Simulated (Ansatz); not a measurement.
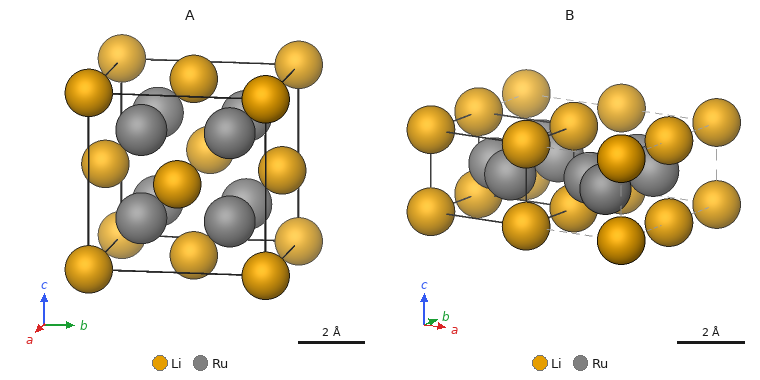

Two structures of LiRu₂, each relaxed to rest (conventional cells in solid outline, small ones repeated, not to one scale). Method: DFT PBE, scalar-relativistic, plane waves, PAW (Ansatz 0.2.0), without spin polarisation.

> Give the type and space group of each.

A: fluorite (CaF₂ type), Fm-3m. B: AlB₂ type, P6/mmm.

> Which of the two does the method prefer?

B is lower, by 719 meV/atom at this level of theory (energies at zero smearing). Volumes: A 13.5, B 13.9 Å³/atom.

One or both may be structure types tried for this composition rather than known phases.
